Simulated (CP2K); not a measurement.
# C3H4FN (SMILES C=NC(=C)F) at GFN1-xTB

Aim: the vertical electron affinity of C3H4FN at GFN1-xTB, from 2 runs. 

The calculation is run with CP2K 2026.2.

4 further runs of the same task are left out: 4 set aside as unsound or not needed.

## Step 1: The structure to begin with

C3H4FN: 9 atoms, total charge 0, spin state singlet. SMILES: `C=NC(=C)F`. Geometry: relaxed at GFN2-xTB. This is one conformer, not always the lowest.

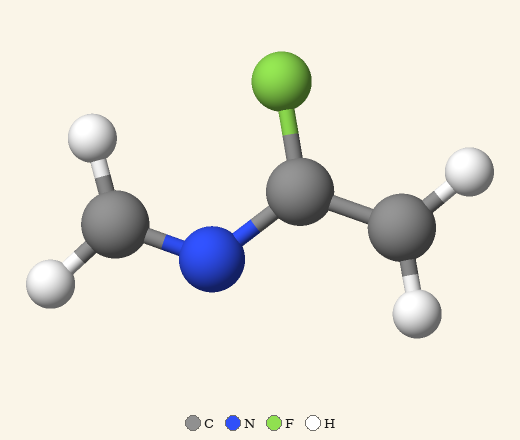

The structure, seen from a chosen angle (carbon grey, nitrogen blue, fluorine green, hydrogen white).

## Step 2: A single-point energy at GFN1-xTB

Input file calc.inp:

```
&GLOBAL
    PROJECT calc
    RUN_TYPE ENERGY
    PRINT_LEVEL MEDIUM
&END
&FORCE_EVAL
    METHOD QS
    &DFT
        &QS
            METHOD XTB
            EPS_DEFAULT 1.0E-10
            &XTB
                GFN_TYPE TBLITE
                &TBLITE
                    METHOD GFN1
                &END
                CHECK_ATOMIC_CHARGES F
            &END
        &END
        &POISSON
            PERIODIC NONE
            POISSON_SOLVER ANALYTIC
        &END
        &SCF
            SCF_GUESS ATOMIC
            EPS_SCF 1.0E-07
            MAX_SCF 150
            ADDED_MOS 4
            &DIAGONALIZATION
                ALGORITHM STANDARD
            &END
            &MIXING
                METHOD DIRECT_P_MIXING
                ALPHA 0.4
            &END
        &END
        &PRINT
            &MOMENTS
                PERIODIC F
                REFERENCE COM
                MAX_MOMENT 1
            &END
            &MO ON
                ENERGIES T
                OCCUPATION_NUMBERS T
                NDIGITS 6
                &EACH
                    QS_SCF 0
                &END
                ADD_LAST NUMERIC
            &END
            &HIRSHFELD OFF
            &END
        &END
    &END
    &SUBSYS
        &CELL
            ABC 9.9 13.1 11.4
            PERIODIC NONE
        &END
        &COORD
            UNIT bohr
            C      0.6286930     3.0346167    -1.3385686
            N     -0.2771661     1.5377646     0.2846305
            C     -0.0257192    -1.0157467     0.1198653
            C     -0.9395907    -2.6004710     1.8372862
            F      1.2320447    -1.9679419    -1.9300340
            H      0.3327808     5.0320761    -1.0491004
            H      1.6865428     2.4590061    -3.0122045
            H     -1.9336812    -1.8726052     3.4455187
            H     -0.7039041    -4.6067177     1.6426066
        &END
        &TOPOLOGY
            &CENTER_COORDINATES
            &END
        &END
    &END
&END
```

Launch:

```
$ OMP_NUM_THREADS=1 cp2k.psmp -i calc.inp > calc.out 2>&1
```

The program printed:

```text
CP2K| version string:                                       CP2K version 2026.2
[...]
 GLOBAL| Method name                                                        CP2K
[...]
 GLOBAL| Run type                                                         ENERGY
[...]
                             - Atoms:                                          9
[...]
                             - Spherical basis functions:                     28
[...]
 Number of electrons:                                                         28
[...]
  *** SCF run converged in    13 steps ***
[...]
  Fermi energy:                                                -0.34391175244810
[...]
 TB_DIPOLE| Moment [Debye]         -0.33255894       0.85590200       0.52943127
 TB_DIPOLE| Derivative [a.u.]       0.00000000       0.00000000       0.00000000
[...]
 ENERGY| Total FORCE_EVAL ( QS ) energy [hartree]            -16.767444009701141
[...]
```

It took 1.1 s on 1 thread of Intel Xeon Platinum 8488C (Sapphire Rapids), shared host; peak memory 0.19 GiB.

## Step 3: The doublet anion at the same level

Input file mol.inp:

```
&GLOBAL
    PROJECT_NAME mol
    RUN_TYPE ENERGY
    PRINT_LEVEL MEDIUM
&END GLOBAL

&FORCE_EVAL
    METHOD QUICKSTEP
    &DFT
        CHARGE -1
        MULTIPLICITY 2
        LSD T
        # Quickstep
        &QS
            METHOD XTB
            EPS_DEFAULT 1.0E-10
            &XTB
                GFN_TYPE TBLITE
                &TBLITE
                    METHOD GFN1
                &END TBLITE
                CHECK_ATOMIC_CHARGES F
            &END XTB
        &END QS
        &POISSON
            PERIODIC NONE
            POISSON_SOLVER ANALYTIC
        &END POISSON
        # SCF settings
        &SCF
            SCF_GUESS ATOMIC
            EPS_SCF 1.0E-07
            MAX_SCF 150
            ADDED_MOS 2
            &DIAGONALIZATION
                ALGORITHM STANDARD
            &END DIAGONALIZATION
            &MIXING
                METHOD DIRECT_P_MIXING
                ALPHA 0.4
            &END MIXING
            &SMEAR ON
                METHOD FERMI_DIRAC
                ELECTRONIC_TEMPERATURE [K] 300
            &END SMEAR
        &END SCF
        # extra output
        &PRINT
            &MOMENTS
                PERIODIC F
                REFERENCE COM
                MAX_MOMENT 1
            &END MOMENTS
            &MO ON
                ENERGIES T
                OCCUPATION_NUMBERS T
                NDIGITS 6
                &EACH
                    QS_SCF 0
                &END EACH
                ADD_LAST NUMERIC
            &END MO
            &HIRSHFELD OFF
            &END HIRSHFELD
        &END PRINT
    &END DFT
    &SUBSYS
        &CELL
            ABC 9.9 13.1 11.4
            PERIODIC NONE
        &END CELL
        &COORD
            UNIT bohr
            C      0.6286930     3.0346167    -1.3385686
            N     -0.2771661     1.5377646     0.2846305
            C     -0.0257192    -1.0157467     0.1198653
            C     -0.9395907    -2.6004710     1.8372862
            F      1.2320447    -1.9679419    -1.9300340
            H      0.3327808     5.0320761    -1.0491004
            H      1.6865428     2.4590061    -3.0122045
            H     -1.9336812    -1.8726052     3.4455187
            H     -0.7039041    -4.6067177     1.6426066
        &END COORD
        &TOPOLOGY
            &CENTER_COORDINATES
            &END CENTER_COORDINATES
        &END TOPOLOGY
    &END SUBSYS
&END FORCE_EVAL
```

Launch:

```
$ OMP_NUM_THREADS=1 cp2k.psmp mol.inp > mol.out
```

The program printed:

```text
CP2K| version string:                                       CP2K version 2026.2
[...]
 GLOBAL| Method name                                                        CP2K
[...]
 GLOBAL| Run type                                                         ENERGY
[...]
                             - Atoms:                                          9
[...]
                             - Spherical basis functions:                     28
[...]
 Number of electrons:                                                         15
[...]
  *** SCF run converged in    17 steps ***
[...]
  Fermi energy:                                                -0.04949329012140
[...]
 TB_DIPOLE| Moment [Debye]          0.26853697      -0.72550790      -0.37916510
 TB_DIPOLE| Derivative [a.u.]       0.00000000       0.00000000       0.00000000
[...]
 ENERGY| Total FORCE_EVAL ( QS ) energy [hartree]            -16.951315098061347
[...]
```

Wall time 1.1 s (1 thread of Intel Xeon Platinum 8488C (Sapphire Rapids), shared host); peak memory 0.19 GiB.

## Step 4: What came out

Level: GFN1-xTB.

| quantity | value |
| --- | --- |
| singlet C3H4FN: total energy | -16.76744 Eh |
| singlet C3H4FN: dipole moment (from atomic charges alone) | 1.06 D |
| singlet C3H4FN: HOMO energy | -11.99 eV |
| singlet C3H4FN: LUMO energy | -8.46 eV |
| singlet C3H4FN: HOMO–LUMO gap | 3.52 eV |
| doublet anion: total energy | -16.95132 Eh |
| doublet anion: HOMO energy (highest over α and β) | -1.57 eV |
| doublet anion: LUMO energy (lowest over α and β) | -1.12 eV |
| vertical electron affinity (to the doublet anion) | 5.003 eV |

At fixed nuclei the extra electron is bound by 5.00 eV (115 kcal/mol). A minimal valence basis can't be trusted even for the sign of an electron affinity. No empirical shift is applied, and without it xTB methods put this difference several eV too high. The dipole (singlet C3H4FN) comes from point charges on the atoms alone, without atomic dipoles, so it is partial.
